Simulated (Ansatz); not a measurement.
# What a change does: single-point calculation on CH$_{7}$NOSi$_{2}$

System: CH$_{7}$NOSi$_{2}$.
Method of run 1: RKS SPW92 (LDA)/def2-TZVPP (Ansatz 0.2.0).

The geometry comes from this level: PBE0-D4/def2-TZVP. Text and figures count atoms from 1; the logs count them from 0 in places.

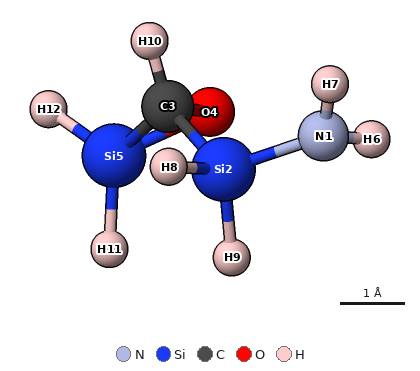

Figure 1. The structure as given in the input (ball-and-stick view, seen at a tilt; atoms are numbered from 1 in the order of the input).

## The input, run 1
```yaml
crystal:
  periodic: [false, false, false]
  atoms:
    - {symbol: N, position_ang: [-0.572864, -0.131134, 2.318411]}
    - {symbol: Si, position_ang: [-0.808967, -0.458766, 0.649752]}
    - {symbol: C, position_ang: [0.069794, 0.651163, -0.568097]}
    - {symbol: O, position_ang: [1.565076, 0.513340, -0.527317]}
    - {symbol: Si, position_ang: [0.980781, 0.012858, -1.996640]}
    - {symbol: H, position_ang: [0.341814, -0.261023, 2.721268]}
    - {symbol: H, position_ang: [-1.044148, 0.648532, 2.748200]}
    - {symbol: H, position_ang: [-2.265980, -0.338892, 0.372418]}
    - {symbol: H, position_ang: [-0.315540, -1.836439, 0.388343]}
    - {symbol: H, position_ang: [-0.227033, 1.701637, -0.611763]}
    - {symbol: H, position_ang: [1.063278, -1.430875, -2.302647]}
    - {symbol: H, position_ang: [1.290990, 0.874300, -3.158028]}
basis:
  gaussian: {orbitals: def2-TZVPP}
hamiltonian: {xc: lda}
output: {orbitals: {seedname: orbitals}}
```

Launched with:
```bash
ansatz run in.yaml --threads 4 --pin off --events-out ev --progress --plain --max-ram 10444MiB
```

Hardware: 4 CPU threads, shared host.

## Output (run 1)
```
Functional definition: SPW92
  exchange = slater_x
  correlation = pw_c
1475 factors; their error is unknown
mean field evaluation 1: about -20327.2776 eV, gradient 9.5e1 eV
mean field evaluation 2: about -20185.5103 eV, gradient 2.3e2 eV
mean field evaluation 4: about -20343.6997 eV, gradient 3.1e1 eV
mean field evaluation 8: about -20345.3924 eV, gradient 5.9e-1 eV
mean field evaluation 16: about -20345.3548 eV, gradient 2.4e-4 eV
mean field -20345.35475959 eV, -747.6779968383 hartree, gradient 5.4e-5 eV, S^2 0.000000; 0 other end points of the search recorded, 0 dependent functions left out
reference -20345.35480421 eV, -747.6779984781 hartree; 28, 28 occupied and 247, 247 virtual orbitals, 1475 factors
Total energy: -20345.35480421 eV, -747.6779984781 hartree
```

The input of run 2 differs as follows (lines with − go, lines with + come):
```diff
-hamiltonian: {xc: lda}
+hamiltonian: {xc: {name: wB97X-V}}
```

What does this change do to the results?

The total energies belong to different methods, so their difference says nothing on which is more stable or more accurate. The HOMO goes from −5.87 to −9.41 eV. The LUMO goes from −1.60 to 1.46 eV.

## Output (run 2)
```
Functional definition: wB97X-V
  parameter omega = 0.3/bohr
  parameter cx = 0.167
  parameter cx1 = 0.603
  parameter cx2 = 1.194
  parameter css0 = 0.556
  parameter css1 = -0.257
  parameter cos0 = 1.219
  parameter cos1 = -1.850
  parameter b = 6.0
  parameter c = 0.01
  exchange = spin_sum(e_x_unif_sr(omega)*poly(b97_u_x, 1 - cx, cx1, cx2)) + cx*exact_x_sr(omega) + exact_x_lr(omega)
  correlation = spin_sum(e_c_pw_same_spin*poly(b97_u_same, css0, css1))
      + integral(e_c_pw_opposite_spin*poly(b97_u_opposite, cos0, cos1)) + vv10(b, c)
1481 factors; their error is unknown
347 factors; integrals over basis functions are off by at most 1.1e-5 eV
mean field evaluation 1: about -20434.3712 eV, gradient 6.4e1 eV
mean field evaluation 2: about -20432.9389 eV, gradient 7.1e1 eV
mean field evaluation 4: about -20442.0361 eV, gradient 3.9e0 eV
mean field evaluation 8: about -20442.0760 eV, gradient 5.9e-2 eV
mean field evaluation 16: about -20442.0869 eV, gradient 6.5e-5 eV
mean field -20442.08693338 eV, -751.2328386575 hartree, gradient 2.5e-5 eV, S^2 0.000000; 0 other end points of the search recorded, 0 dependent functions left out
reference -20442.08693102 eV, -751.2328385708 hartree; 28, 28 occupied and 247, 247 virtual orbitals, 1481 factors
Total energy: -20442.08693102 eV, -751.2328385708 hartree
```

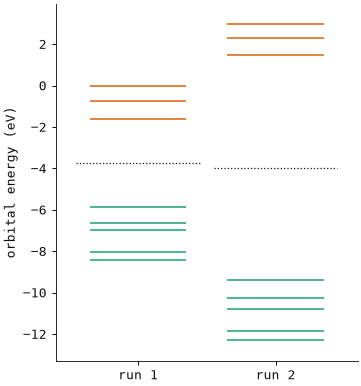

Figure 2. The five highest filled and three lowest empty orbital energies of the two runs; the dotted lines part filled from empty levels. The HOMO–LUMO gap is 4.27 eV in run 1 and 10.87 eV in run 2.

## The two runs side by side

```csv
quantity,run 1,run 2
outcome,converged,converged
total energy (hartree),−747.677998,−751.232839
HOMO (eV),−5.87,−9.41
LUMO (eV),−1.60,1.46
basis functions,275,275
wall time (shared host),1.6 s,9.5 s
```
